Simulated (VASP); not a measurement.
Band structure of AlN (space group P6_3mc). All values below come from PBE GGA, VASP's PBE PAW potentials (set 64) (plane waves; VASP).

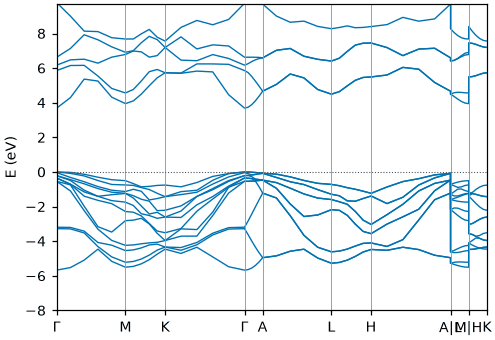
Bands along high-symmetry lines, zero at the valence-band maximum or, without a gap, the Fermi level

**Question.** Read the plot: is there a gap, and where are the band edges?

**Answer.** The gap is direct, 3.69 eV, from the valence maximum at Γ to the conduction minimum at Γ.

The structure was generated: AlN was put into an ordered model structure, which need not be its known phase. The cell was not relaxed at this level.
